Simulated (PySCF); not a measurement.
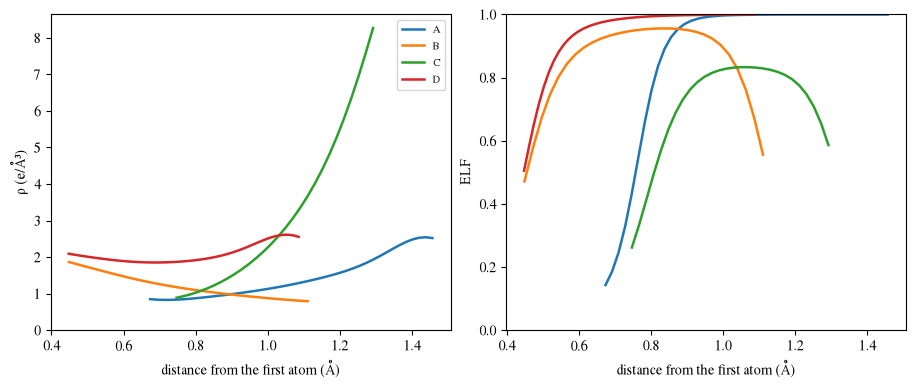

*C$_{3}$H$_{11}$FSi$_{2}$ (SMILES C[SiH](C)C[SiH2]F). Electron density and ELF along straight lines between neighbouring atoms. The curves leave out the atomic cores.*

Geometry: GFN2-xTB.

Method: PBE0/pcSseg-1, SCF density, gas phase, non-relativistic in PySCF.

The calculation's input:

```
{"job": {"kind": "nmr", "xc": "PBE0", "basis": "pcSseg-1"}, "charge": 0, "multiplicity": 1}
C     -1.088464     1.684881     0.090942
Si    -0.891481    -0.083676    -0.578309
C     -1.412183    -1.350404     0.737360
C      0.932080    -0.376131    -1.085682
Si     2.243840     0.041357     0.209500
F      1.878179    -0.736461     1.576797
H     -2.131542     1.919290     0.280339
H     -0.710555     2.420169    -0.613430
H     -0.548952     1.815034     1.024762
H     -1.730366    -0.246986    -1.784486
H     -1.418181    -2.358084     0.332729
H     -2.408591    -1.143581     1.116266
H     -0.728653    -1.341662     1.580837
H      1.140875     0.203879    -1.983896
H      1.041248    -1.421884    -1.374799
H      3.569764    -0.459807    -0.133663
H      2.255983     1.446096     0.594824
```

Run with:

```sh
OMP_NUM_THREADS=1 python probes_run.py task.json out
```

Which curve belongs to which contact (C–H, C–Si, Si–F and Si–H)? The first atom named is at distance zero.

Curve A: Si–H (1.46 Å): ρ is about 0.83 e/Å³ halfway; the ELF climbs to about 1 towards the hydrogen, as it does in any bond to H. Curve B: C–Si (1.89 Å): ρ is about 0.93 e/Å³ halfway; the ELF peaks at about 0.95 between the atoms (localised, covalent bonding). Curve C: Si–F (1.61 Å): ρ is about 1 e/Å³ halfway; the ELF peaks at about 0.85 in the valence shell of F, 0.5 Å from its nucleus, and is about 0.50 at the midpoint. Curve D: C–H (1.09 Å): the density is about 2 e/Å³ at the midpoint; the ELF climbs to about 1 towards the hydrogen; a covalent bond by its length.
